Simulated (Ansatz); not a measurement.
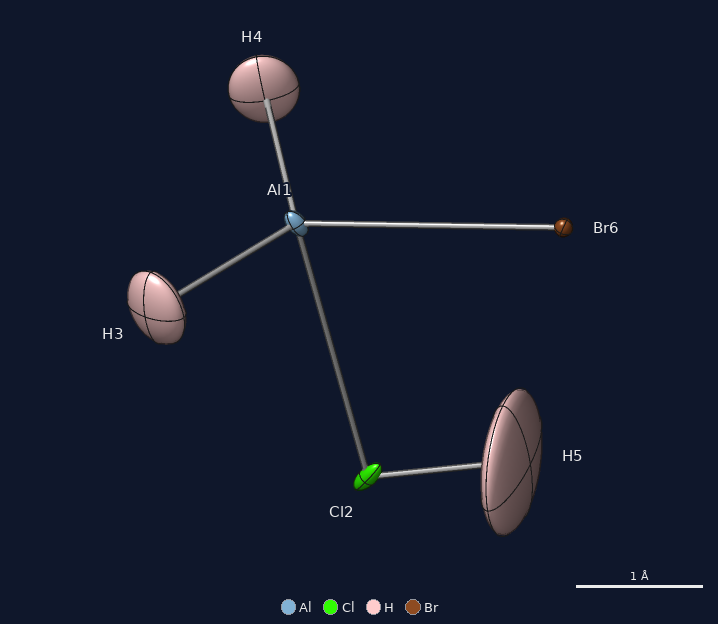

Displacement ellipsoids at the 50 % level, from the internal vibrations of the free molecule (harmonic, no overall translation or rotation; no half-axis is drawn under 0.075 Å). Vibrations computed with RKS PBE0-D4/def2-TZVP (Ansatz 0.2.0). Temperature: 298 K.

List U_eq and the three principal root-mean-square amplitudes for each kind of atom.

| atom | U_eq (Å²) | rms amplitudes (Å) |
| --- | --- | --- |
| Al1 | 0.0033 | 0.015, 0.055, 0.081 |
| Cl2 | 0.0054 | 0.011, 0.042, 0.120 |
| H3, H4 | 0.0305 | 0.094, 0.183, 0.222 |
| H5 | 0.1030 | 0.102, 0.372, 0.400 |
| Br6 | 0.0011 | 0.003, 0.013, 0.056 |
